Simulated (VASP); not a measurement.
Band structure of Gd$_{2}$Tl (space group P6_3/mmc). Calculation: r2SCAN meta-GGA, VASP's PBE PAW potentials (set 64) (plane waves; VASP 6.6.1).

The 4f electrons are frozen in the core of the lanthanide potential, so 4f levels, which can set the real gap, and their magnetism are missing.  Unless said otherwise, spin-orbit coupling is left out, though it shifts the bands of the heavy elements here.

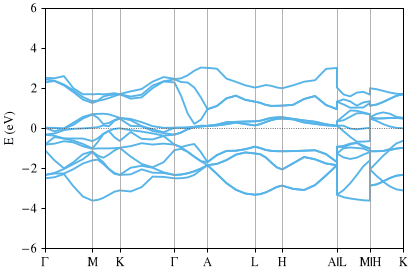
Figure: Bands along high-symmetry lines, zero at the valence-band maximum or, without a gap, the Fermi level

**Question.** Read the plot: is there a gap, and where are the band edges?

**Answer.** It has no gap at this level: it comes out as a metal or semimetal.

The structure comes from a measured Gd2Tl entry (P6_3/mmc) of the Crystallography Open Database, whose conditions weren't checked. It was relaxed first.
